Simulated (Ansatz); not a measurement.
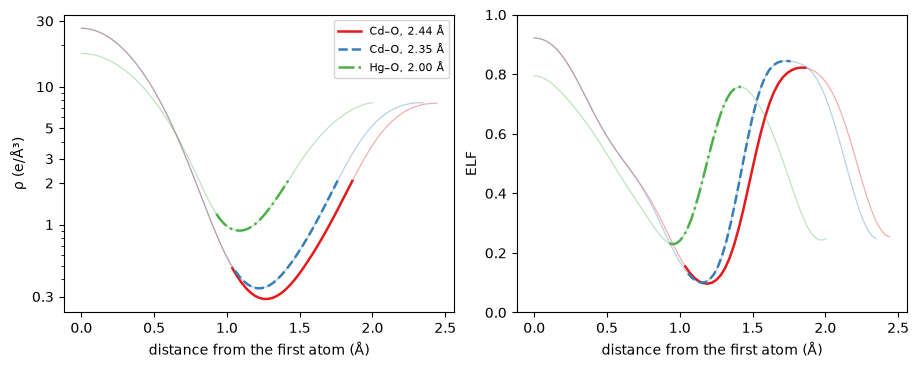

*Cd$_{2}$HgO$_{3}$. Valence pseudo-density and electron localisation function along straight lines between neighbouring atoms. Thin, pale parts lie inside the atomic spheres.*

Space group C2/m; a structure generated by program, which may or may not match a known phase; changed on purpose from its base cell (volume × 1.03, shape and atoms relaxed); computed pressure about −2 GPa in this cell.

The calculation used DFT PBE, scalar-relativistic, plane waves, PAW in Ansatz 0.2.0.

In a PAW calculation such maps are meaningful between the atoms, not at the nuclei.

```yaml
crystal:
  lattice:
    - [6.11532, 0.00000, 0.03936]
    - [0.00000, 3.52901, 0.00000]
    - [-2.13247, 0.00000, 9.01729]
  atoms:
    - { symbol: Cd, position: [0.21710, 0.00000, 0.14897] }
    - { symbol: Cd, position: [0.71710, 0.50000, 0.14897] }
    - { symbol: Cd, position: [0.28290, 0.50000, 0.85103] }
    - { symbol: Cd, position: [0.78290, 0.00000, 0.85103] }
    - { symbol: Hg, position: [0.00000, 0.00000, 0.50000] }
    - { symbol: Hg, position: [0.50000, 0.50000, 0.50000] }
    - { symbol: O, position: [0.42767, 0.50000, 0.27811] }
    - { symbol: O, position: [0.92767, 0.00000, 0.27811] }
    - { symbol: O, position: [0.00000, 0.50000, 0.00000] }
    - { symbol: O, position: [0.50000, 0.00000, 0.00000] }
    - { symbol: O, position: [0.07233, 0.00000, 0.72189] }
    - { symbol: O, position: [0.57233, 0.50000, 0.72189] }
```

Q: What can be read from the curves?

A: Cd–O (2.44 Å): the density is about 0.29 e/Å³ at the midpoint; the ELF is about 0.10 at the midpoint: no shared electron pair shows on this line.
Cd–O (2.35 Å): the density is about 0.35 e/Å³ at the midpoint; the ELF peaks at about 0.85 in the valence shell of O, 0.6 Å from its nucleus, and drops to about 0.10 between the two atoms; no shared electron pair shows on this line.
Hg–O (2.00 Å): ρ is about 0.97 e/Å³ halfway; the ELF peaks at about 0.75 in the valence shell of O, 0.6 Å from its nucleus, and is about 0.25 at the midpoint; no shared electron pair shows on this line.
